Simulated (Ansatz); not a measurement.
**CH7NOSi (SMILES OCN[SiH3]) at PBE-QIDH/cc-pVDZ**

Aim: the vertical singlet–triplet gap of CH7NOSi at PBE-QIDH/cc-pVDZ, from 2 runs. 

Program for the calculation: Ansatz 0.2.0.

122 further runs of the same task are left out: 122 set aside as unsound or not needed.

## (1) Starting point

CH7NOSi has 11 atoms, charge 0, and is taken as a singlet. SMILES: `OCN[SiH3]`. The shape is that of a PBE0-D4/def2-TZVP optimisation. This is one conformer, not always the lowest.

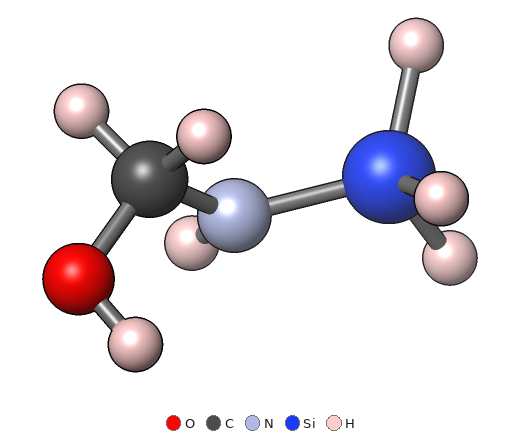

The structure, seen from a chosen angle (oxygen red, carbon dark grey, nitrogen light blue, silicon blue, hydrogen pink).

## (2) A single-point energy at PBE-QIDH/cc-pVDZ

Contents of molecule.yaml:

```yaml
basis:
  gaussian:
    orbitals: cc-pVDZ
crystal:
  periodic: [false, false, false]
  atoms:
    - symbol: O
      position_ang: [-1.208000, 1.808500, -0.668400]
    - symbol: C
      position_ang: [-0.009800, 1.197800, -0.260600]
    - symbol: "N"
      position_ang: [0.021500, -0.204300, -0.552200]
    - symbol: Si
      position_ang: [0.472500, -1.425900, 0.571200]
    - symbol: H
      position_ang: [-1.930700, 1.291100, -0.299300]
    - symbol: H
      position_ang: [0.776900, 1.753100, -0.781300]
    - symbol: H
      position_ang: [0.150800, 1.320600, 0.820400]
    - symbol: H
      position_ang: [0.033200, -0.410500, -1.539700]
    - symbol: H
      position_ang: [-0.212700, -1.140500, 1.860100]
    - symbol: H
      position_ang: [1.934400, -1.515500, 0.858100]
    - symbol: H
      position_ang: [0.037100, -2.731600, 0.012700]
hamiltonian:
  xc: {name: PBE-QIDH}
correlation:
  frozen_orbitals: {C: 1, H: 0, "N": 1, O: 1, Si: 5}
accuracy: high
output: {orbitals: {seedname: orbitals}}
```

Run with:

```bash
$ ansatz run molecule.yaml --threads 1 --pin off --max-ram 3480MiB --events-out events.jsonl --progress --plain --runs-dir runs
```

The program printed:

```text
Warning: RAYON_NUM_THREADS=1 ignored (pool sized by the plan → 1); use --threads N
Functional definition: PBE-QIDH
  name "PBE-QIDH"
  parameter a = 3^(-1/3)
  parameter c = 1/3
  exchange = (1 - a)*pbe_x + a*exact_x
  correlation = (1 - c)*pbe_c + c*(mp2_os + mp2_ss)
2308 factors; integrals over basis functions are off by at most 3.8e-9 eV
mean field evaluation 1: about -12543.7108 eV, gradient 3.9e1 eV
mean field evaluation 2: about -12543.8060 eV, gradient 3.9e1 eV
mean field evaluation 4: about -12546.7881 eV, gradient 2.3e0 eV
mean field evaluation 8: about -12546.8065 eV, gradient 1.9e-1 eV
mean field evaluation 16: about -12546.8065 eV, gradient 3.9e-5 eV
mean field -12546.80654266 eV, -461.0866359118 hartree, gradient 5.3e-8 eV, S^2 0.000000; 0 other end points of the search recorded, 0 dependent functions left out
8 core orbitals not correlated: weight in the atoms' cores, before any rotation towards them, 1.000 or more for the frozen orbitals, at most 0.000 for the correlated occupied ones
reference -12546.80654375 eV, -461.0866359519 hartree; 13, 13 occupied and 74, 74 virtual orbitals, 2308 factors
second order -18.52911030 eV of doubles, -0.00000000 eV of singles
Total energy: -12552.98291385 eV, -461.3136133666 hartree
```

Run time: 7.5 s. Hardware: 1 thread of Intel Xeon 6975P-C (Granite Rapids), shared host; peak memory 0.36 GiB.

## (3) The triplet, same level

Contents of input.yaml:

```yaml
basis:
  gaussian:
    orbitals: cc-pVDZ
crystal:
  periodic: [false, false, false]
  atoms:
    - symbol: O
      position_ang: [-1.208000, 1.808500, -0.668400]
    - symbol: C
      position_ang: [-0.009800, 1.197800, -0.260600]
    - symbol: N
      position_ang: [0.021500, -0.204300, -0.552200]
    - symbol: Si
      position_ang: [0.472500, -1.425900, 0.571200]
    - symbol: H
      position_ang: [-1.930700, 1.291100, -0.299300]
    - symbol: H
      position_ang: [0.776900, 1.753100, -0.781300]
    - symbol: H
      position_ang: [0.150800, 1.320600, 0.820400]
    - symbol: H
      position_ang: [0.033200, -0.410500, -1.539700]
    - symbol: H
      position_ang: [-0.212700, -1.140500, 1.860100]
    - symbol: H
      position_ang: [1.934400, -1.515500, 0.858100]
    - symbol: H
      position_ang: [0.037100, -2.731600, 0.012700]
total_charge: 0
magnetization:
  spin_polarized: true
  initial_magnetization: 2
hamiltonian:
  xc: {name: PBE-QIDH}
correlation:
  frozen_orbitals: {C: 1, H: 0, "N": 1, O: 1, Si: 5}
accuracy: high
output:
  orbitals: {seedname: orbitals}
```

Run with:

```bash
$ ansatz run input.yaml --threads 1 --pin off --max-ram 3480MiB --events-out events.jsonl --progress --plain --runs-dir runs
```

The program printed (excerpt; [...] marks lines left out):

```text
Warning: RAYON_NUM_THREADS=1 ignored (pool sized by the plan → 1); use --threads N
[... 2 set-up lines as earlier in the session ...]
[...]
2309 factors; integrals over basis functions are off by at most 3.8e-9 eV
[...]
mean field -12540.46110267 eV, -460.8534452934 hartree, gradient 6.7e-8 eV, S^2 2.011037; 4 other end points of the search recorded, 0 dependent functions left out
8 core orbitals not correlated: weight in the atoms' cores, before any rotation towards them, 1.000 or more for the frozen orbitals, at most 0.000 for the correlated occupied ones
reference -12540.46110386 eV, -460.8534453370 hartree; 14, 12 occupied and 73, 75 virtual orbitals, 2309 factors
second order -18.13484948 eV of doubles, -0.00000000 eV of singles
Total energy: -12546.50605369 eV, -461.0755931457 hartree
```

Run time: 17 s. Hardware: 1 thread of Intel Xeon 6975P-C (Granite Rapids), shared host; peak memory 0.49 GiB.

## (4) Results

At PBE-QIDH/cc-pVDZ, 8 core orbitals frozen:

| quantity | value |
| --- | --- |
| singlet: total energy | -461.31361 Eh |
| singlet: HOMO energy (SCF part's orbitals) | -9.29 eV |
| singlet: LUMO energy (SCF part's orbitals) | 2.67 eV |
| singlet: HOMO–LUMO gap (SCF part's orbitals) | 11.96 eV |
| triplet: total energy | -461.07559 Eh |
| triplet: HOMO energy (SCF part's orbitals) (highest over α and β) | -2.25 eV |
| triplet: ⟨S²⟩ | 2.011 |
| vertical energy of the triplet above the singlet | 6.477 eV |

At this shape the triplet lies 6.48 eV (625 kJ/mol) above the singlet.
